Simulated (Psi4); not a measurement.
# H2P2 (phosphanylidenephosphane): BP86/6-31+G(d,p) (spherical functions, sweep point 5)

Aim: the vertical ionisation energy of H2P2 (phosphanylidenephosphane) at BP86/6-31+G** (spherical functions, sweep point 5), from 2 runs. 

Program for the calculation: Psi4 1.11.

### Step 1. The system as given

H2P2: 4 atoms, total charge 0, spin state singlet. As SMILES, `P=P`. The shape comes from GFN2-xTB, which is rough for such elements, and wasn't checked as a minimum.

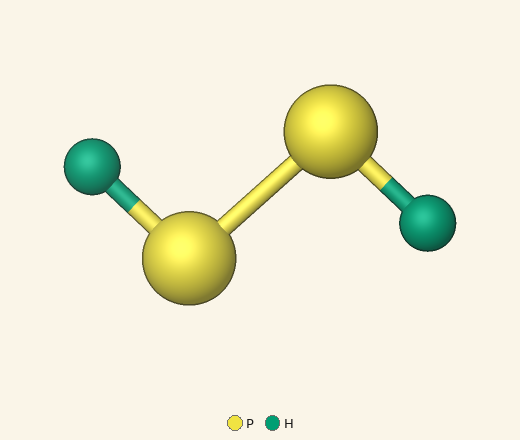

The structure, seen from a chosen angle (phosphorus yellow, hydrogen teal).

### Step 2. A single-point energy at BP86/6-31+G(d,p) (spherical functions, sweep point 5)

Input file h2p2.in:

```
memory 1600 MB

molecule mol {
  0 1
  P     -0.024370    -1.003630     0.088350
  P      0.024420     1.003540    -0.088260
  H      1.037260    -1.067570     1.003320
  H     -1.037310     1.067660    -1.003410
  units angstrom
  symmetry c1
}

set globals {
  puream               true
  scf_type             pk
  dft_radial_points    99
  dft_spherical_points 590
}

energy("bp86/6-31+G**")
```

Started as:

```bash
$ psi4 -i h2p2.in -o h2p2.out -n 1
```

h2p2.out, shortened:

```text
[...]
  Running in c1 symmetry.
[...]
  Nuclear repulsion =   76.759456495580409
[...]
  Multiplicity = 1
[...]
  Nalpha       = 16
  Nbeta        = 16
[...]
    Number of basis functions: 54
[...]
   @RKS iter   1:  -683.83008267117305   -1.40700e-01   5.90335e-03 ADIIS/DIIS
[...]
   @RKS iter   8:  -683.91358714399257   -2.37685e-09   1.28986e-07 DIIS
[...]
    Orbital Energies [Eh]
    ---------------------
    Doubly Occupied:
       1A    -76.376065     2A    -76.376021     3A     -6.334920
       4A     -6.334809     5A     -4.553079     6A     -4.553017
       7A     -4.551426     8A     -4.550943     9A     -4.548173
      10A     -4.547689    11A     -0.644645    12A     -0.506752
      13A     -0.334042    14A     -0.332825    15A     -0.261363
      16A     -0.236793
[...]
  @RKS Final Energy:  -683.91358714399257
   => Energetics <=
    Nuclear Repulsion Energy =             76.7594564955804088
    One-Electron Energy =               -1097.6934947517522687
    Two-Electron Energy =                 384.2870451790483912
    DFT Exchange-Correlation Energy =     -47.2665940668690183
    Empirical Dispersion Energy =           0.0000000000000000
    VV10 Nonlocal Energy =                  0.0000000000000000
    Total Energy =                       -683.9135871439925722
[...]
 Multipole Moments:
 ------------------------------------------------------------------------------------
     Multipole            Electronic (a.u.)      Nuclear  (a.u.)        Total (a.u.)
 ------------------------------------------------------------------------------------
 L = 1.  Multiply by 2.5417464519 to convert [e a0] to [Debye]
 Dipole X            :          0.0001496           -0.0000937            0.0000560
 Dipole Y            :         -0.0001995            0.0001686           -0.0000308
 Dipole Z            :          0.0002200           -0.0001686            0.0000513
 Magnitude           :                                                    0.0000820
[...]
```

Run time: 3.3 s. Hardware: 1 thread of Intel Xeon 6975P-C (Granite Rapids), shared host; peak memory 0.54 GiB.

### Step 3. The doublet cation at the same level

Input file calc.inp:

```
memory 1600 MB

molecule system {
  1 2
  P     -0.024370    -1.003630     0.088350
  P      0.024420     1.003540    -0.088260
  H      1.037260    -1.067570     1.003320
  H     -1.037310     1.067660    -1.003410
  symmetry c1
}

set reference uks
set puream true
set scf_type pk
set dft_radial_points 99
set dft_spherical_points 590
set maxiter 150

result, w = energy('bp86/6-31+G**', return_wfn=True)
```

Started as:

```bash
$ psi4 calc.inp calc.out -n 1
```

calc.out, shortened:

```text
[...]
  Running in c1 symmetry.
[...]
  Nuclear repulsion =   76.759456495580409
[...]
  Multiplicity = 2
[...]
  Nalpha       = 16
  Nbeta        = 15
[...]
    Number of basis functions: 54
[...]
   @UKS iter   1:  -683.52798045809232    1.61403e-01   3.84876e-03 ADIIS/DIIS
[...]
   @UKS iter   8:  -683.55790080026225   -5.19370e-08   5.80839e-07 DIIS
[...]
   @S^2 Observed:                7.536568690E-01
[...]
  @UKS Final Energy:  -683.55790080026225
   => Energetics <=
    Nuclear Repulsion Energy =             76.7594564955804088
    One-Electron Energy =               -1088.9484231751862353
    Two-Electron Energy =                 375.5980489592828917
    DFT Exchange-Correlation Energy =     -46.9669830799392614
    Empirical Dispersion Energy =           0.0000000000000000
    VV10 Nonlocal Energy =                  0.0000000000000000
    Total Energy =                       -683.5579008002622459
[...]
 Multipole Moments:
 ------------------------------------------------------------------------------------
     Multipole            Electronic (a.u.)      Nuclear  (a.u.)        Total (a.u.)
 ------------------------------------------------------------------------------------
 L = 1.  Multiply by 2.5417464519 to convert [e a0] to [Debye]
 Dipole X            :          0.0001041           -0.0000937            0.0000104
 Dipole Y            :         -0.0001183            0.0001686            0.0000504
 Dipole Z            :          0.0001102           -0.0001686           -0.0000585
 Magnitude           :                                                    0.0000779
[...]
```

Wall time 4.2 s (1 thread of Intel Xeon 6975P-C (Granite Rapids), shared host); peak memory 0.54 GiB.

### Step 4. Outcome

Level: BP86/6-31+G** (spherical functions, sweep point 5).

```
                                          quantity          value
                        singlet H2P2: total energy  -683.91359 Eh
                       singlet H2P2: dipole moment         0.00 D
                         singlet H2P2: HOMO energy       -6.44 eV
                         singlet H2P2: LUMO energy       -3.84 eV
                       singlet H2P2: HOMO–LUMO gap        2.60 eV
                      doublet cation: total energy  -683.55790 Eh
doublet cation: HOMO energy (highest over α and β)      -13.68 eV
 doublet cation: LUMO energy (lowest over α and β)      -12.92 eV
                              doublet cation: ⟨S²⟩          0.754
vertical ionisation energy (to the doublet cation)       9.679 eV
```

Removing an electron at fixed nuclei costs 9.68 eV (934 kJ/mol). −ε(HOMO) before ionisation, 6.44 eV, is 3.24 eV below this ionisation energy.
